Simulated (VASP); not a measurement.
Band structure of GaN (zinc blende). Computed with revPBE GGA, VASP's PBE PAW potentials (set 64) (plane waves; VASP).

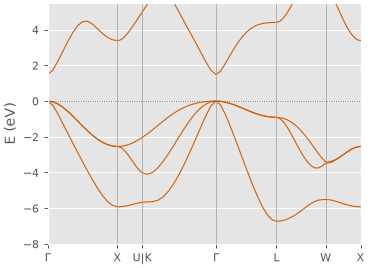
Bands along high-symmetry lines, zero at the valence-band maximum or, without a gap, the Fermi level

Q: Read the plot: is there a gap, and where are the band edges?

A: The gap is direct, 1.48 eV, from the valence maximum at Γ to the conduction minimum at Γ. (Edges off the drawn lines would not show.)

The compound is GaN in the zinc blende structure, a metastable form; wurtzite is the usual one. It was relaxed first.
